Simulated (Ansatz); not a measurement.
# SrH2S2: complex band structure, part 3 of 3

Aim: relax a made-up compound, SrH2S2, and see how good a tunnel barrier it would be. It is built by putting Sr for Cd, S for O in the CdH2O2 structure of space group P-3m1, with the volume rescaled by atomic radii. The parent structure comes from the Materials Project.

Ansatz 0.2.0; PBE DFT, plane waves, PAW files (the session's first sound run).

So far, gap on path (eV): step 3 (band edges, PBE) 3.60; step 6 (PBE norm-conserving, cutoff 979.61 eV) 3.60.

The structure was built from a prototype and need not be the compound's stable phase.

## (7) Complex bands at another level, cutoff 979.61 eV

This step: PBE DFT, plane waves, norm-conserving files; complex bands by layer matching along the plane's normal (Ansatz 0.2.0).

The complex bands at that level, over its own gap, at (0, 0) and (0.5, 0).

Input file input.yaml:

```yaml
crystal:
  lattice:
    - [4.688092213, 0.0, 0.0]
    - [2.344046107, 4.060006952, 0.0]
    - [0.0, 0.0, 6.290757442]
  atoms:
    - { symbol: Sr, position: [0.0, 0.0, 0.0] }
    - { symbol: H, position: [0.3333333333, 0.3333333333, 0.5690847982] }
    - { symbol: H, position: [0.6666666667, 0.6666666667, 0.4309152018] }
    - { symbol: S, position: [0.3333333333, 0.3333333333, 0.7839659546] }
    - { symbol: S, position: [0.6666666667, 0.6666666667, 0.2160340454] }
kpoints:
  mp_grid: { grid: [6, 6, 4] }
scf:
  occupations: { method: fixed }
hamiltonian:
  xc: pbe
  pseudopotentials: { kind: nc }
output:
  eigenvalues: true
  transmission:
    leads: [[0, 0]]
    kpoints: [[0.0, 0.0], [0.5, 0.0]]
    e_range: [-1.0, 4.6]
    de: 0.11
```

Launch:

```bash
$ ansatz run input.yaml --threads 2 --pin off --max-ram 4096MiB --backend cpu --events-out ev --progress --plain --runs-dir out
```

Numbers of over 12 decimals in the logs are rounded to 6 here.

The log of the run:

```text
[...]
Crystal: 5 atoms, lattice volume = 119.736 Å³
Basis set: ecut = 979.609905 eV, 8259 PW (Γ)
Bands: 17, of which v1, the nominal top of the filled ones, is band 12 counted from 1 (11 counted from 0)
Symmetry: 12 space group operations
[...]
k-points: 24 of 144
[...]
SCF iter   1: F=—  HF=-1567.850475 eV  |F-HF|=—  |Δ(HF+E_count)|=         —  Δρ=3.88e-2  dr2=3.15e0  ethr=3.10e-3  ⟨swp⟩=6.8  Hψ=2330  notcnv=0  defer=60
[...]
SCF iter   8: F=-1566.801889 eV  HF=-1566.801889 eV  |F-HF|=1.58e-7  |Δ(HF+E_count)|=   2.23e-6  Δρ=5.31e-6  dr2=5.04e-8  ethr=4.17e-10  ⟨swp⟩=13.5  Hψ=3377  notcnv=0
SCF 1 converged in 8 iterations: F = -1566.801889 eV  dr2 = 5.04e-8
transmission: 13 of 26 steps passed
transmission: 26 of 26 steps passed
SCF converged after 8 iterations
Free energy (F): -1566.801889 eV
[...]
Internal energy: -1566.801889 eV  (E = F + TS)
E sigma→0 (E₀):  -1566.801889 eV
Fermi energy:    1.679598 eV
[...]
--- Band table (eV; the first three rows and the last of 24) ---
  k-point 0: bands = [... 8 lower, 0.5967, 0.5967, 1.6796, 1.6796, 5.2766, 6.0271, 6.6227, 7.1854, ... 1 higher]
  k-point 1: bands = [... 8 lower, 0.6322, 0.6322, 1.6231, 1.6231, 5.7750, 6.0096, 6.9526, 7.0899, ... 1 higher]
  k-point 2: bands = [... 8 lower, 0.6719, 0.6719, 1.5628, 1.5628, 6.0179, 6.5803, 7.0024, 7.0024, ... 1 higher]
  k-point 23: bands = [... 8 lower, 0.4036, 0.8188, 0.8188, 1.1241, 6.8389, 6.8389, 7.5175, 8.0219, ... 1 higher]
--- Transmission ---
  basis      : 379 plane waves across, 13 finite elements along
  points     : 2, as listed
[...]
crystal 0  : S2Sr1H2, at the sites [0, 0], period 6.2908 Å: whole cells are its period
[...]
channels       : 0.000000e0 a spin
[...]
slowest decay  : 0.4138 /Å at (0.0000, 0.0000)
```

Elapsed: 2.3 min, on 2 threads of Arm Neoverse V2, shared host; peak memory 1.9 GiB.

This step gave:

```yaml
level_to_which_the_leads_are_filled: 1.799 eV from the Fermi level
decay_constant_at_the_filling_level_zone_centre: 0.4138 Å⁻¹
decay_constant_at_the_filling_level_slowest_listed_point: 0.4138 Å⁻¹
```

K parallel (0, 0); values up to 1.5 1/Å, a degenerate pair printed once or twice; energies at which all values exceed this have no row. The Im kz of the slowest decaying states by energy, zero at the highest filled level on the SCF mesh:

| energy (eV) | decay 1 (Å⁻¹) | decay 2 (Å⁻¹) | decay 3 (Å⁻¹) | decay 4 (Å⁻¹) |
| --- | --- | --- | --- | --- |
| -1.000 | 0.0943 | 0.498 | 0.992 | 1.20 |
| -0.450 | 0.361 | 0.505 | 0.953 | 1.16 |
| -0.010 | 0.501 | 0.919 | 1.12 | - |
| 0.540 | 0.486 | 0.509 | 0.875 | 1.07 |
| 0.980 | 0.466 | 0.600 | 0.837 | 1.03 |
| 1.530 | 0.431 | 0.658 | 0.786 | 0.974 |
| 1.970 | 0.394 | 0.681 | 0.740 | 0.928 |
| 2.520 | 0.331 | 0.676 | 0.691 | 0.865 |
| 2.960 | 0.262 | 0.616 | 0.688 | 0.810 |
| 3.510 | 0.0999 | 0.522 | 0.672 | 0.733 |
| 3.950 | 0.412 | 0.651 | 0.660 | - |
| 4.500 | 0.196 | 0.332 | 0.545 | 0.613 |

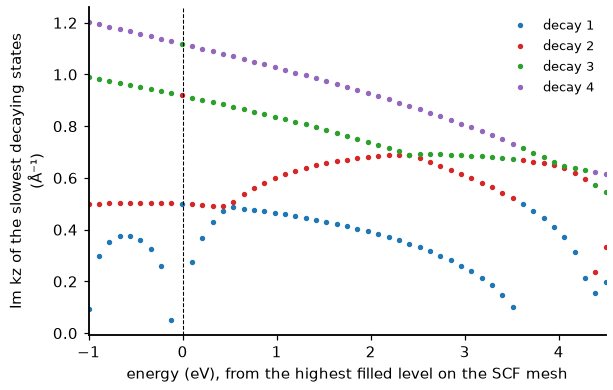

Im kz of the slowest decaying states against energy.

K parallel (0.5, 0); values up to 1.5 1/Å, a degenerate pair printed once or twice; energies at which all values exceed this have no row. Table of Im kz of the slowest decaying states by energy, zero at the highest filled level on the SCF mesh:

| energy (eV) | decay 1 (Å⁻¹) | decay 2 (Å⁻¹) | decay 3 (Å⁻¹) | decay 4 (Å⁻¹) |
| --- | --- | --- | --- | --- |
| -1.000 | 0.200 | 0.372 | 0.747 | 0.909 |
| -0.450 | 0.335 | 0.727 | 0.749 | 0.862 |
| -0.010 | 0.434 | 0.821 | 0.848 | 1.05 |
| 0.540 | 0.490 | 0.767 | 0.911 | 1.12 |
| 0.980 | 0.512 | 0.719 | 0.937 | 1.14 |
| 1.530 | 0.522 | 0.654 | 0.956 | 1.14 |
| 1.970 | 0.520 | 0.594 | 0.966 | 1.13 |
| 2.520 | 0.506 | 0.506 | 0.977 | 1.10 |
| 2.960 | 0.417 | 0.484 | 0.995 | 1.06 |
| 3.510 | 0.252 | 0.441 | 1.01 | 1.04 |
| 3.950 | 0.390 | 0.968 | 0.995 | 1.00 |
| 4.500 | 0.124 | 0.291 | 0.918 | 0.932 |

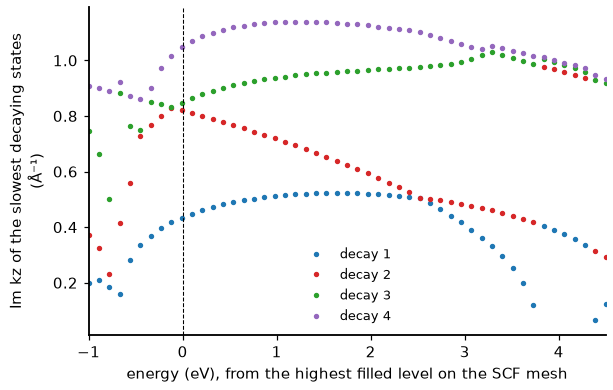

Im kz of the slowest decaying states against energy.

At the listed wavevectors the last open channel is at -0.01 eV and the next at +3.62 eV on the grid. At +1.75 eV, the grid energy nearest the filling level (the middle of the gap on the SCF mesh), the slowest state at the listed wavevectors decays with κ = 0.414 Å⁻¹, its amplitude falling by e over 2.4 Å; the first such run, plane (001), gave 0.414 Å⁻¹.

## (8) What came out

* band gap: 3.60 eV
* least decay constant at mid-gap, normal to (001): 0.414 Å⁻¹
* least decay constant at mid-gap, normal to (101): 0.317 Å⁻¹
* least decay constant, norm-conserving files: 0.414 Å⁻¹

What this shows: With PBE, the slowest decay at the wavevectors tried is κ = 0.317 Å⁻¹, normal to (101). Through such a film the transmission near mid-gap falls as exp(−2κd), a factor of ten every 3.6 Å. The decay depends on direction: 1.3 times faster normal to (001). A free electron under a barrier of half the gap would need a mass of 0.21 mₑ to decay at this rate. With norm-conserving files the gap goes from 3.60 to 3.60 eV and the decay constant, over the first 2 listed wavevectors, from 0.414 to 0.414 Å⁻¹. The compound is made up by substitution; its stability against other phases and against distortions of the cell's symmetry was not tested. A semilocal functional narrows gaps, so real decay constants are likely larger.

[Logs are printed without paths, hosts, clocks, repeated set-up lines and the standing remarks that a program may print on its own settings, such as how far it seeks lower states.]

[Hosts, paths, dates, database ids (printed as entryN), source tags and the programs' standing remarks are cut or masked in the printed files.]

[New means built here by substitution; the compound itself may be known and measured.]
